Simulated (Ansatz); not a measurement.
# TlS (Pm-3m): scan of the energy under strain from a Python script

What does a strain cost in TlS (Pm-3m)? Wanted for TlS (Pm-3m): a scan of the energy under strain.

Computed with Ansatz 0.2.0, driven from Python. Level of theory: DFT LDA, plane waves, PAW.

**1. Starting point**

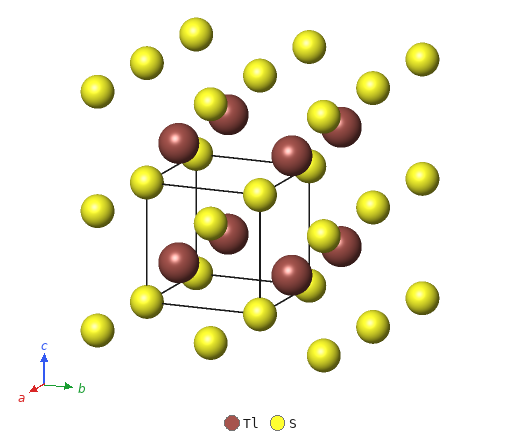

The starting structure, viewed slightly off an axis; thallium brown, sulfur yellow. 2×2×2 cells are drawn. Atoms on cell faces are repeated.

No structure file is read: the coordinates are typed or built in the script.

**2. Script**

Contents of run_strain.py:

```python
"""Energy of TlS under tetragonal strain, ions carried with the cell."""

import ansatz as az
import matplotlib.pyplot as plt
import numpy as np

VECTORS = np.array([
    [3.595635, 0.0, 0.0],
    [0.0, 3.595635, 0.0],
    [0.0, 0.0, 3.595635],
])
SITES = [
    ("Tl", (0.5, 0.5, 0.5)),
    ("S", (0.0, 0.0, 0.0)),
]


def build(cell):
    crystal = az.Crystal(lattice=az.Lattice.of(cell))
    for symbol, position in SITES:
        crystal = crystal.atom(symbol, position)
    return crystal


def main() -> None:
    # clamped ions: the fractional positions stay as typed
    values = np.linspace(-0.01, 0.01, 7)
    energies = []
    for d in values:
        strain = np.diag([d, d, (1 + d) ** -2 - 1])
        cell = VECTORS @ (np.eye(3) + strain)
        model = build(cell).calculation()
        model = model.functional("LDA")
        model = model.occupations("fermi_dirac")
        model = model.basis(520)
        model = model.kpoints(10, 10, 10)
        model = model.stress()
        rep = model.run().report
        energies.append(rep["free_energy_ev"] / len(SITES))
        s = rep["stress_gpa"]
        print(f"d = {d:+.4f}  stress xx yy zz xy (GPa, compression positive): {s[0][0]:8.3f} {s[1][1]:8.3f} {s[2][2]:8.3f} {s[0][1]:8.3f}")
    energies = np.array(energies)

    for value, e in zip(values, energies):
        print(f"strain {value:7.3f}   E - Emin = {1000 * (e - energies.min()):9.3f} meV/atom")
    plt.figure(figsize=(4.5, 3))
    plt.plot(values, 1000 * (energies - energies.min()), "o-")
    plt.xlabel("strain")
    plt.ylabel("meV/atom")
    plt.tight_layout()
    plt.savefig("strain.png", dpi=100)
    curvature = 2 * np.polyfit(values, energies, 3)[1]
    volume = abs(np.linalg.det(VECTORS)) / len(SITES)
    print(f"d2E/dd2 over the volume: {curvature / volume * 160.21766:.1f} GPa")


if __name__ == "__main__":
    main()
```

**3. The input behind the calls**

The package turns the script's settings into the engine's input (first run):

```yaml
crystal:
  lattice:
    - [3.55967865, 0.0, 0.0]
    - [0.0, 3.55967865, 0.0]
    - [0.0, 0.0, 3.6686409550045913]
  atoms:
    - { symbol: Tl, position: [0.5, 0.5, 0.5] }
    - { symbol: S, position: [0.0, 0.0, 0.0] }
basis:
  ecutwfc: 520.0
kpoints:
  mp_grid:
    grid: [10, 10, 10]
hamiltonian:
  xc: lda
scf:
  occupations:
    method: fermi_dirac
output:
  stress: true
```

**4. The run**

On the command line:

```console
$ python run_strain.py
```

The program printed:

```text
d = -0.0100  stress xx yy zz xy (GPa, compression positive):   -4.358   -4.358   -5.889    0.000
d = -0.0067  stress xx yy zz xy (GPa, compression positive):   -4.577   -4.577   -5.545    0.000
d = -0.0033  stress xx yy zz xy (GPa, compression positive):   -4.767   -4.767   -5.223    0.000
d = +0.0000  stress xx yy zz xy (GPa, compression positive):   -4.924   -4.924   -4.924    0.000
d = +0.0033  stress xx yy zz xy (GPa, compression positive):   -5.054   -5.054   -4.648    0.000
d = +0.0067  stress xx yy zz xy (GPa, compression positive):   -5.162   -5.162   -4.386    0.000
d = +0.0100  stress xx yy zz xy (GPa, compression positive):   -5.250   -5.250   -4.129    0.000
strain  -0.010   E - Emin =     2.120 meV/atom
strain  -0.007   E - Emin =     0.905 meV/atom
strain  -0.003   E - Emin =     0.217 meV/atom
strain   0.000   E - Emin =     0.000 meV/atom
strain   0.003   E - Emin =     0.200 meV/atom
strain   0.007   E - Emin =     0.771 meV/atom
strain   0.010   E - Emin =     1.682 meV/atom
d2E/dd2 over the volume: 262.3 GPa
```

Run time: 31 s. Hardware: 1 thread of Arm Neoverse V2, shared host; peak memory 0.48 GiB.

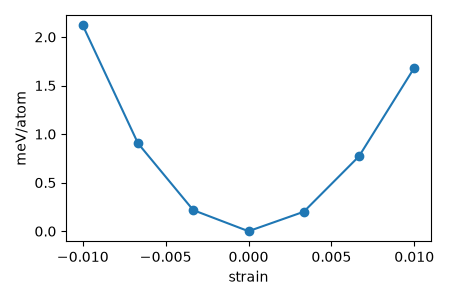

The script's own figure, strain.png.

**5. Inputs of later runs**

The engine's inputs for some of the other runs:

Run 2, against run 1:

```diff
@@ -3,3 +3,3 @@
-    - [3.55967865, 0.0, 0.0]
-    - [0.0, 3.55967865, 0.0]
-    - [0.0, 0.0, 3.6686409550045913]
+    - [3.5716641, 0.0, 0.0]
+    - [0.0, 3.5716641, 0.0]
+    - [0.0, 0.0, 3.6440605152921046]
```

Run 4, against run 1:

```diff
@@ -3,3 +3,3 @@
-    - [3.55967865, 0.0, 0.0]
-    - [0.0, 3.55967865, 0.0]
-    - [0.0, 0.0, 3.6686409550045913]
+    - [3.595635, 0.0, 0.0]
+    - [0.0, 3.595635, 0.0]
+    - [0.0, 0.0, 3.595635]
```

Run 6, against run 1:

```diff
@@ -3,3 +3,3 @@
-    - [3.55967865, 0.0, 0.0]
-    - [0.0, 3.55967865, 0.0]
-    - [0.0, 0.0, 3.6686409550045913]
+    - [3.6196059, 0.0, 0.0]
+    - [0.0, 3.6196059, 0.0]
+    - [0.0, 0.0, 3.5481683917372053]
```

**6. What each run gave**

One row for each of the 7 runs:

| run | strain | energy from run 4 (meV/atom) | pressure (GPa) | SCF cycles | CPU time (s) |
| --- | --- | --- | --- | --- | --- |
| 1 | -0.010 | 2.12 | -4.87 | 6 | 4.6 |
| 2 | -0.007 | 0.90 | -4.90 | 6 | 4.5 |
| 3 | -0.003 | 0.22 | -4.92 | 6 | 4.5 |
| 4 | 0.000 | 0.00 | -4.92 | 6 | 2.1 |
| 5 | 0.003 | 0.20 | -4.92 | 6 | 4.5 |
| 6 | 0.007 | 0.77 | -4.90 | 6 | 4.5 |
| 7 | 0.010 | 1.68 | -4.88 | 6 | 4.6 |

Energies are free energies F = E - TS of the smeared occupations. 

**7. Summary of results**

| quantity | value |
| --- | --- |
| curvature under the strain | 262.3 GPa |
| runs compared | 7 |
| range of energy | 2.12 meV/atom |
| lowest point, strain | 0.000 |

Against the unstrained cell the energy per atom changes by +2.12 meV at one end of the scan and +1.68 meV at the other, and its second derivative over the volume is 262.3 GPa. What to keep in mind:
- The curvature belongs to this strain pattern and to the cell's stress; it equals a single elastic constant only for simple patterns.
- In a metal a curvature from energy changes of a few meV or less hangs on mesh and smearing, in size and even in sign.
- Spin-orbit coupling, which matters for elements this heavy, is left out.
- This cell is a computed structure, which may not be the phase found in nature.
- The ions keep their fractional positions (clamped ions).
